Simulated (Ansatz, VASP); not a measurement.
# Cross-check of BaAs between VASP and Ansatz

Aim: how closely do two programs agree when they are given the same cell, functional and k mesh? The cell is invented: other elements were put on sites of a known structure type. It may not be a known or stable phase. The cell is taken from a series of VASP runs on this material, whose earlier steps may have relaxed, scaled or displaced it; both programs get it as it stands. Valence electrons are named where the data sets of a main pair hold unlike numbers.

Method: plane waves, with VASP 6.6.1 beside it; band structure at PBE, single point at PBE and band structure at r2SCAN, in Ansatz 0.2.0.

### Step 1. The starting structure

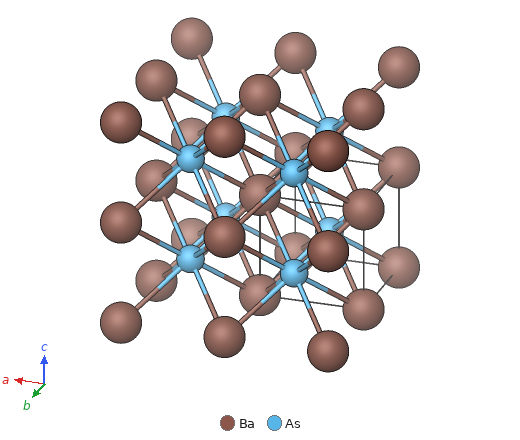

The starting structure, seen from a free direction (barium brown, arsenic blue). 2×2×2 cells are drawn. Some periodic images of atoms are drawn too.

### Step 2. VASP: band structure, PBE

With cell and atoms fixed, the geometry can't cause a difference; cores, projectors, grids and the points listed under the comparison can.

Lines of VASP's logs that name or quote its potential files are left out, and so is its time.

INCAR reads:

```
SYSTEM = BaAs
PREC = Accurate
ENCUT = 400
EDIFF = 1E-06
NELM = 100
ISMEAR = -1
SIGMA = 0.05
LREAL = .FALSE.
ALGO = Normal
GGA = PE
LORBIT = 11
LWAVE = .FALSE.
LCHARG = .FALSE.
```

POSCAR reads:

```
BaAs
1.0
    4.0445829706      0.0000000000      0.0000000000
    0.0000000000      4.0445829706      0.0000000000
    0.0000000000      0.0000000000      4.0445829706
Ba As
1 1
Direct
    0.0000000000      0.0000000000      0.0000000000
    0.5000000000      0.5000000000      0.5000000000
```

KPOINTS reads:

```
Automatic mesh
0
Gamma
5 5 5
0 0 0
```

KPOINTS_OPT reads:

```
Line mode
16
Line-mode
Reciprocal
  0.00000000   0.00000000   0.00000000 GAMMA
  0.00000000   0.50000000   0.00000000 X

  0.00000000   0.50000000   0.00000000 X
  0.50000000   0.50000000   0.00000000 M

  0.50000000   0.50000000   0.00000000 M
  0.00000000   0.00000000   0.00000000 GAMMA

  0.00000000   0.00000000   0.00000000 GAMMA
  0.50000000   0.50000000   0.50000000 R

  0.50000000   0.50000000   0.50000000 R
  0.00000000   0.50000000   0.00000000 X

  0.50000000   0.50000000   0.00000000 M
  0.50000000   0.50000000   0.50000000 R
```

Potentials, in the order of the species: Ba_sv and As (PBE family, release 64).

The run is started by

```console
$ mpirun -np 1 vasp_std
```

Numbers of over 12 decimals in the logs are rounded to 6 here.

Output:

```text
[banner, memory and clock lines left out]
running    1 mpi-ranks, on    1 nodes
 distrk:  each k-point on    1 cores,    1 groups
 distr:  one band on    1 cores,    1 groups

 POSCAR found type information on POSCAR BaAs
 POSCAR found :  2 types and       2 ions
 LDA part: xc-table for (Slater+PW92), standard interpolation
 POSCAR, INCAR and KPOINTS ok, starting setup
 FFT: planning ... GRIDC
 FFT: planning ... GRID_SOFT
 FFT: planning ... GRID
 WAVECAR not read
 entering main loop
       N       E                     dE             d eps       ncg     rms          rms(c)
DAV:   1     0.682369016424E+02    0.68237E+02   -0.53586E+03   220   0.911E+02
DAV:   2    -0.418796287274E+01   -0.72425E+02   -0.69190E+02   261   0.175E+02
DAV:   3    -0.816057795862E+01   -0.39726E+01   -0.39399E+01   281   0.443E+01
DAV:   4    -0.827133671557E+01   -0.11076E+00   -0.11052E+00   296   0.713E+00
DAV:   5    -0.827368259262E+01   -0.23459E-02   -0.23458E-02   294   0.890E-01    0.330E+00
DAV:   6    -0.820963693226E+01    0.64046E-01   -0.13150E-01   276   0.204E+00    0.200E+00
DAV:   7    -0.820325878846E+01    0.63781E-02   -0.84289E-02   309   0.197E+00    0.401E-01
DAV:   8    -0.820452395899E+01   -0.12652E-02   -0.68045E-03   241   0.606E-01    0.756E-02
DAV:   9    -0.820481166567E+01   -0.28771E-03   -0.47016E-04   262   0.196E-01    0.361E-02
DAV:  10    -0.820484094039E+01   -0.29275E-04   -0.33528E-05   261   0.491E-02    0.167E-02
DAV:  11    -0.820484052432E+01    0.41607E-06   -0.92857E-06   310   0.181E-02
   1 F= -.82048405E+01 E0= -.81987958E+01  d E =-.120895E-01
 Start KPOINTS_OPT (optional k-point list driver)
k-point batch [1-10\96]
       N       E                     dE             ncg
DAV:   1    -0.338697902927E+03   -0.11001E+04      220
DAV:   2    -0.107390768083E+04   -0.73521E+03      267
DAV:   3    -0.111228573032E+04   -0.38378E+02      281
DAV:   4    -0.111302301487E+04   -0.73728E+00      294
DAV:   5    -0.111303876562E+04   -0.15751E-01      273
DAV:   6    -0.111303937815E+04   -0.61253E-03      329
DAV:   7    -0.111303938172E+04   -0.35721E-05      263
DAV:   8    -0.111303938175E+04   -0.21114E-07      176
[...]
k-point batch [91-96\96]
       N       E                     dE             ncg
DAV:   1     0.141340529658E+04   -0.32645E+04      132
DAV:   2     0.108492196633E+04   -0.32848E+03      181
DAV:   3     0.107410341677E+04   -0.10819E+02      184
DAV:   4     0.107392370801E+04   -0.17971E+00      185
DAV:   5     0.107392260392E+04   -0.11041E-02      184
DAV:   6     0.107392259605E+04   -0.78766E-05      197
DAV:   7     0.107392259602E+04   -0.29390E-07      117
```

From OUTCAR (step 2):

```text
ion  position               nearest neighbor table
   1  0.000  0.000  0.000-   2 3.50   2 3.50   2 3.50   2 3.50   2 3.50   2 3.50   2 3.50   2 3.50

  LATTYP: Found a simple cubic cell.
 ALAT       =     4.0445829706

 Subroutine GETGRP returns: Found 48 space group operations
 (whereof 48 operations were pure point group operations)

The static configuration has the point symmetry O_h .

 Found     10 irreducible k-points:

   k-points           NKPTS =     10   k-points in BZ     NKDIM =     10   number of bands    NBANDS=     11

   dimension x,y,z NGX =    28 NGY =   28 NGZ =   28
   dimension x,y,z NGXF=    56 NGYF=   56 NGZF=   56

   ENCUT  =  400.0 eV  29.40 Ry    5.42 a.u.   6.60  6.60  6.60*2*pi/ulx,y,z

   NELECT =      15.0000    total number of electrons

 k-points in reciprocal lattice and weights: Automatic mesh
   0.00000000  0.00000000  0.00000000       0.008
   0.20000000  0.00000000  0.00000000       0.048
   0.40000000  0.00000000  0.00000000       0.048
   0.20000000  0.20000000  0.00000000       0.096
   0.40000000  0.20000000  0.00000000       0.192
   0.40000000  0.40000000  0.00000000       0.096
   0.20000000  0.20000000  0.20000000       0.064
   0.40000000  0.20000000  0.20000000       0.192
   0.40000000  0.40000000  0.20000000       0.192
   0.40000000  0.40000000  0.40000000       0.064

 average (electrostatic) potential at core
       1 -37.0006       2 -50.9282

 E-fermi :   2.7521

 k-point     1 :       0.0000    0.0000    0.0000
  band No.  band energies     occupation
      1     -24.9057      2.00000
      2      -9.8673      2.00000
      3      -9.8673      2.00000
      4      -9.8673      2.00000
      5      -7.1231      2.00000
      6       3.2960      0.00004
      7       3.2960      0.00004
      8       3.2960      0.00004
      9       3.6953      0.00000
     10       3.6953      0.00000
    ...

 k-point     2 :       0.2000    0.0000    0.0000
  band No.  band energies     occupation
    ...
      2     -10.2024      2.00000
      3      -9.8404      2.00000
      4      -9.8404      2.00000
      5      -6.7720      2.00000
      6       1.5484      2.00000
      7       3.0332      0.00721
      8       3.0332      0.00721
      9       3.9419      0.00000
     10       5.0774      0.00000
     11       7.3451      0.00000

 k-point     3 :       0.4000    0.0000    0.0000
  band No.  band energies     occupation
    ...
      4      -9.7961      2.00000
      5      -6.2401      2.00000
      6       0.0776      2.00000
      7       2.6335      1.82940
      8       2.6335      1.82940
      9       4.4758      0.00000
     10       7.5529      0.00000
     11       8.6063      0.00000

  Total       -0.0178346     -0.0178346     -0.0178346     -0.0000000     -0.0000000     -0.0000000
  in kB       -0.4318706     -0.4318706     -0.4318706     -0.0000000     -0.0000000     -0.0000000
  external PRESSURE =      -0.4318706 kB  Pullay stress =       0.0000000 kB

  energy-cutoff  :      400.00
  volume of cell :       66.16
      direct lattice vectors                 reciprocal lattice vectors
     4.044582971  0.000000000  0.000000000     0.247244279  0.000000000  0.000000000
     0.000000000  4.044582971  0.000000000     0.000000000  0.247244279  0.000000000
     0.000000000  0.000000000  4.044582971     0.000000000  0.000000000  0.247244279

 POSITION                                       TOTAL-FORCE (eV/Angst)
 -----------------------------------------------------------------------------------
      0.00000      0.00000      0.00000         0.000000      0.000000      0.000000
      2.02229      2.02229      2.02229         0.000000      0.000000      0.000000
 -----------------------------------------------------------------------------------
    total drift:                                0.000000      0.000000      0.000000

  FREE ENERGIE OF THE ION-ELECTRON SYSTEM (eV)
  ---------------------------------------------------
  free  energy   TOTEN  =        -8.2048405243 eV

  energy  without entropy=       -8.1927510126  energy(sigma->0) =       -8.19879577

 total charge
# of ion       s       p       d       tot
------------------------------------------
    1        2.020   5.597   0.299   7.917
    2        1.251   1.441   0.006   2.698
--------------------------------------------------
tot          3.272   7.038   0.305  10.615

[... 3 further parts left out ...]
```

This run has no spin polarisation. Its electron count is odd, so without a moment it is a metal by construction. Harder data sets than Ba_sv exist (the GW ones), and pressures, volumes and forces can shift noticeably with them.

### Step 3. Ansatz: band structure, PBE

Ansatz runs on its default PAW (the set named soft_2) files.

The same cell, functional, mesh and smearing now go to Ansatz, which takes its cutoff from its data sets.

input.yaml reads:

```yaml
crystal:
  lattice:
    - [4.0445829706, 0.0, 0.0]
    - [0.0, 4.0445829706, 0.0]
    - [0.0, 0.0, 4.0445829706]
  atoms:
    - { symbol: Ba, position: [0.0, 0.0, 0.0] }
    - { symbol: As, position: [0.5, 0.5, 0.5] }
hamiltonian:
  xc: pbe
  pseudopotentials: { kind: paw }
kpoints:
  mp_grid: { grid: [5, 5, 5] }
  band_path:
    path:
      - [0.0, 0.0, 0.0]
      - [0.0, 0.1, 0.0]
      - [0.0, 0.2, 0.0]
      - [0.0, 0.3, 0.0]
      - [0.0, 0.43333, 0.0]
      - [0.0, 0.5, 0.0]
      - [0.1, 0.5, 0.0]
      - [0.2, 0.5, 0.0]
      - [0.33333, 0.5, 0.0]
      - [0.43333, 0.5, 0.0]
      - [0.5, 0.5, 0.0]
      - [0.36667, 0.36667, 0.0]
      - [0.26667, 0.26667, 0.0]
      - [0.16667, 0.16667, 0.0]
      - [0.06667, 0.06667, 0.0]
      - [0.03333, 0.03333, 0.03333]
      - [0.13333, 0.13333, 0.13333]
      - [0.23333, 0.23333, 0.23333]
      - [0.33333, 0.33333, 0.33333]
      - [0.46667, 0.46667, 0.46667]
      - [0.46667, 0.5, 0.46667]
      - [0.36667, 0.5, 0.36667]
      - [0.23333, 0.5, 0.23333]
      - [0.13333, 0.5, 0.13333]
      - [0.03333, 0.5, 0.03333]
      - [0.5, 0.5, 0.03333]
      - [0.5, 0.5, 0.16667]
      - [0.5, 0.5, 0.26667]
      - [0.5, 0.5, 0.36667]
      - [0.5, 0.5, 0.5]
    npoints: 1
scf:
  occupations: { method: fermi_dirac, width: 0.05 }
  n_extra_bands: 7
output:
  forces: true
  stress: true
  eigenvalues: true
  write_density: true
  write_potential: true
  elf: true
  volumetric_format: npy
```

The run is started by

```console
$ ansatz run input.yaml --threads 2 --pin off --max-ram 4608MiB --backend cpu --events-out ev --progress --plain --runs-dir out
```

Output:

```text
scf.n_extra_bands = 7 over 13 filled bands (N_el = 25.0): the run solves 20 bands
Engine: ansatz 0.2.0, x86_64-unknown-linux-gnu
Pseudopotentials: kind: paw
Pseudopotential: Ba, paw, valence charge 10, recommended cutoff 420 eV (normal), Ba.paw.azcp
Pseudopotential: As, paw, valence charge 15, recommended cutoff 420 eV (normal), As.paw.azcp
Functional definition: PBE
  parameter kappa = 0.804
  parameter beta = 0.066725
  exchange = pbe_x(kappa = kappa, mu = beta*pi^2/3)
  correlation = pbe_c(beta = beta)
Crystal: 2 atoms, lattice volume = 66.164 Å³
Basis set: ecut = 420 eV, 1309 PW (Γ), exchange–correlation on 60×60×60 points (8 copies of the dense FFT grid, shifted against one another)
Bands: 20, of which v1, the nominal top of the filled ones, is band 13 counted from 1 (12 counted from 0)
Symmetry: 48 space group operations
Space group: Pm-3m (ITA 221), of the structure as read, at distance tolerance 4.0e-5 Å
k-points: 10 of 125
Non-local potential: Ba, projectors of the file, l = 0: 3, l = 1: 2, l = 2: 2, l = 3: 2
Non-local potential: As, projectors of the file, l = 0: 2, l = 1: 2, l = 2: 3, l = 3: 1
PAW form: soft (Blöchl's): semilocal exchange-correlation on the pseudo side does not see the compensation charge
PAW one-centre angular grid: Ba, 194 points (default); XC on 64 Gauss nodes
PAW one-centre angular grid: As, 590 points (default); XC on 64 Gauss nodes
Initial density: superposition of atomic densities (neutral atoms: chi_scale 0, normalization atom), corrected by the library's trained network
Initial wavefunctions: pseudopotential atomic-orbital guess
Functional: x = pbe(κ = 0.804, μ = 0.219515), c = pbe(β = 0.066725)
SCF iter   1: F=—  HF=-10807.368233 eV  |F-HF|=—  |Δ(HF+E_count)|=         —  Δρ=9.98e-4  dr2=7.19e-4  ethr=1.77e-3  ⟨swp⟩=9.5  Hψ=1333  notcnv=0  defer=1
preconditioner: auto → Resta (q_TF=auto, 2.320 Å⁻¹)  ε∞=2.7  [insulator: Δε(μ)=0.217 eV  Ē_g=12.531 eV  σ=0.050 eV  W_gap=0.79  n_scr=18 (ndim 8)  ℏωp=16.5 eV  f_vac=0.000  D(μ)=1.31/eV (n_scr^D=6)  ε∞_Penn≈2.7]
SCF iter   2: F=—  HF=-10807.368761 eV  |F-HF|=—  |Δ(HF+E_count)|=   5.28e-4  Δρ=6.64e-4  dr2=5.57e-4  ethr=2.87e-6  ⟨swp⟩=2.2  Hψ=398  notcnv=0  defer=10
SCF iter   3: F=—  HF=-10807.368980 eV  |F-HF|=—  |Δ(HF+E_count)|=   2.19e-4  Δρ=3.33e-4  dr2=1.06e-4  ethr=2.23e-6  ⟨swp⟩=2.1  Hψ=322  notcnv=0  defer=10
SCF iter   4: F=—  HF=-10807.368953 eV  |F-HF|=—  |Δ(HF+E_count)|=   2.67e-5  Δρ=1.96e-4  dr2=4.80e-5  ethr=4.25e-7  ⟨swp⟩=2.1  Hψ=274  notcnv=0  defer=10
SCF iter   5: F=—  HF=-10807.368934 eV  |F-HF|=—  |Δ(HF+E_count)|=   1.93e-5  Δρ=4.56e-5  dr2=1.63e-6  ethr=1.92e-7  ⟨swp⟩=1.9  Hψ=209  notcnv=0  defer=10
SCF iter   6: F=-10807.368934 eV  HF=-10807.368934 eV  |F-HF|=4.33e-9  |Δ(HF+E_count)|=   1.98e-7  Δρ=5.34e-6  dr2=1.48e-8  ethr=4.00e-10  ⟨swp⟩=11.4  Hψ=1577  notcnv=0
SCF 1 converged in 6 iterations: F = -10807.368934 eV  dr2 = 1.48e-8
  greatest PAW one-centre occupation: 0.999 electrons in one spin orbital (limit 2), on the As atom at site 1 (counted from 0), in its partial waves of l = 2
NSCF: frozen V_eff on 30 k-points
SCF converged after 6 iterations
Free energy (F): -10807.368934 eV
Harris-Foulkes:  -10807.368934 eV  (|F-HF|=4.33e-9)
Internal energy: -10807.356276 eV  (E = F + TS)
E sigma→0 (E₀):  -10807.362605 eV
Entropy (-TS):   -0.012658 eV (-6.329 meV/atom)
Fermi energy:    8.429689 eV
--- Per-component energies (eV) ---
  E_band       = -290.888316
  E_kinetic    = 270.847909
  E_local      = -2243.439894  (includes V_loc(G=0)·N_el)
  E_nonlocal   = -613.954948
  E_hartree    = 1156.901910
  E_xc         = -247.239445
  E_vxc        = -214.785715  (∫ρ·V_xc dr)
  E_paw        = -7060.727725  (= ΣΔE_a)
  E_vpaw       = 196.646446  (= ΣTr[D̂ρ^β])
  E_aug_tail   = 0.000006  (compensation charges beyond the density's cutoff)
  E_ewald      = -2069.744089
  E_smearing   = -0.012658  (= −TS)
  E_closure    = 0.000000  (closes the sum)
  Σ components = -10807.368934   (vs F -10807.368934, Δ=0.00e0)
--- Forces (eV/Å), atoms counted from 1 ---
  atom   1  Ba    -0.00000000     0.00000000     0.00000000
  atom   2  As     0.00000000    -0.00000000     0.00000000
  max |Σ_I F_I| component: 2.04e-30 eV/Å
--- Stress (GPa, compression-positive) ---
       -0.592123      -0.000000       0.000000
        0.000000      -0.592123      -0.000000
        0.000000      -0.000000      -0.592123
  P = ⅓ Tr σ = -0.5921 GPa (-5.921 kbar)
--- Band table (eV; the first three rows and the last of 10) ---
  k-point 0: bands = [... 9 lower, -1.4315, 8.9324, 8.9324, 8.9324, 9.4173, 9.4173, 11.5747, 13.9004, ... 3 higher]
  k-point 1: bands = [... 9 lower, -1.0796, 7.2375, 8.6947, 8.6947, 9.6590, 10.7384, 13.0302, 13.9733, ... 3 higher]
  k-point 2: bands = [... 9 lower, -0.5505, 5.7826, 8.3262, 8.3262, 10.1960, 13.1490, 13.5010, 14.3533, ... 3 higher]
  k-point 9: bands = [... 9 lower, -0.5000, 6.1955, 6.1955, 6.5833, 12.7687, 13.3262, 13.3262, 15.3845, ... 3 higher]
```

It took 1.4 s on 2 threads of Intel Xeon 6975P-C (Granite Rapids), shared host; peak memory 0.35 GiB.

Reading the cycles: dr2 is the Hartree energy of the density residual (eV), the measure of convergence; HF is the Harris–Foulkes estimate of the energy, which meets the free energy F at convergence.

### Step 4. Differences

Known differences besides the potentials themselves: the data sets hold 25 valence electrons in Ansatz (on its default PAW (the set named soft_2) files) and 15 in VASP; the cutoff is 420 eV in Ansatz and 400 eV in VASP; VASP leaves aspherical gradient terms in its spheres out (LASPH is not set), Ansatz keeps them. Total energies have different zeros and are not compared.

Compared:

```tsv
quantity	Ansatz	VASP	difference
pressure (GPa)	-0.59	-0.04	-0.55
```

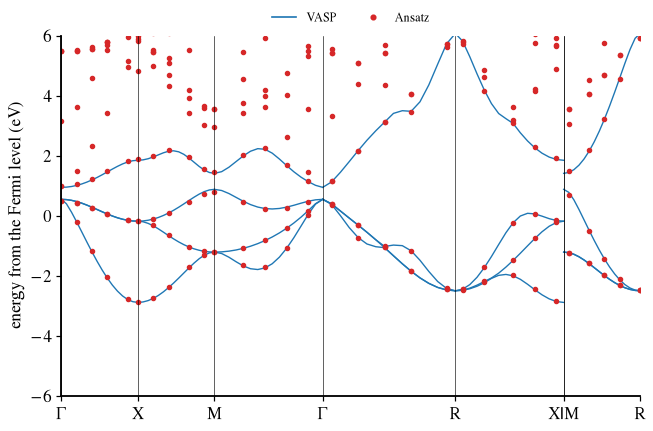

Bands from VASP (lines) and levels from Ansatz (dots). Dots without a line are higher empty bands that the VASP plot leaves out.

Levels from 3 eV below to 2 eV above the Fermi level differ by 27 meV r.m.s. and 86 meV at most; each VASP level is matched to the nearest of Ansatz, which flatters the figure a little.

### Step 5. VASP: single point, PBE

With cell and atoms fixed, the geometry can't cause a difference; cores, projectors, grids and the points listed under the comparison can.

INCAR, as its differences from that of step 2:

```diff
@@ -5,3 +5,3 @@
 NELM = 100
-ISMEAR = -1
+ISMEAR = -5
 SIGMA = 0.05
@@ -13 +13,2 @@
 LCHARG = .FALSE.
+NEDOS = 2001
```

POSCAR is that of step 2.

KPOINTS reads:

```
Automatic mesh
0
Gamma
7 7 7
0 0 0
```

The run is started by

```console
$ mpirun -np 1 vasp_std
```

Output:

```text
[... set-up lines as in an earlier step ...]
 entering main loop
       N       E                     dE             d eps       ncg     rms          rms(c)
DAV:   1     0.671167487817E+02    0.67117E+02   -0.53146E+03   440   0.904E+02
DAV:   2    -0.458187809799E+01   -0.71699E+02   -0.68581E+02   552   0.173E+02
DAV:   3    -0.812548503476E+01   -0.35436E+01   -0.35137E+01   571   0.415E+01
DAV:   4    -0.819892889741E+01   -0.73444E-01   -0.73822E-01   531   0.611E+00
[...]
DAV:  10    -0.813764987788E+01   -0.37169E-04   -0.32908E-05   543   0.490E-02    0.178E-02
DAV:  11    -0.813764578379E+01    0.40941E-05   -0.11563E-05   610   0.198E-02    0.656E-03
DAV:  12    -0.813764674713E+01   -0.96334E-06   -0.75129E-07   343   0.783E-03
   1 F= -.81376467E+01 E0= -.81376467E+01  d E =0.000000E+00
 -----------------------------------------------------------------------------
|                                                                             |
|           W    W    AA    RRRRR   N    N  II  N    N   GGGG   !!!           |
|           W    W   A  A   R    R  NN   N  II  NN   N  G    G  !!!           |
|           W    W  A    A  R    R  N N  N  II  N N  N  G       !!!           |
|           W WW W  AAAAAA  RRRRR   N  N N  II  N  N N  G  GGG   !            |
|           WW  WW  A    A  R   R   N   NN  II  N   NN  G    G                |
|           W    W  A    A  R    R  N    N  II  N    N   GGGG   !!!           |
|                                                                             |
|     Tetrahedron method does not include variations of the Fermi             |
|     occupations, so forces and stress will be inaccurate. We suggest        |
|     using a different smearing scheme ISMEAR = 1 or 2 for metals in         |
|     relaxations.                                                            |
|                                                                             |
 -----------------------------------------------------------------------------
```

Parts of OUTCAR (step 5):

```text
  Total       -0.0719174     -0.0719174     -0.0719174      0.0000000      0.0000000     -0.0000000
  in kB       -1.7414994     -1.7414994     -1.7414994      0.0000000      0.0000000     -0.0000000
  external PRESSURE =      -1.7414994 kB  Pullay stress =       0.0000000 kB

  FREE ENERGIE OF THE ION-ELECTRON SYSTEM (eV)
  ---------------------------------------------------
  free  energy   TOTEN  =        -8.1376467471 eV

  energy  without entropy=       -8.1376467471  energy(sigma->0) =       -8.13764675

[... 2 parts as in an earlier step ...]

[... 2 further parts left out ...]
[key lines of the parts left out:]
E-fermi :   2.7165
```

With tetrahedra the forces and stress of a metal are not exact derivatives of the energy.

(Part 1 of 2 ends here.)

[Lines on the potential files, build, host, timing and source positions are cut from VASP's logs without a mark.]

[Logs are printed without paths, hosts, clocks, repeated set-up lines and the standing remarks that a program may print on its own settings, such as how far it seeks lower states.]

[Hosts, paths, dates, database ids (printed as entryN), source tags and the programs' standing remarks are cut or masked in the printed files.]
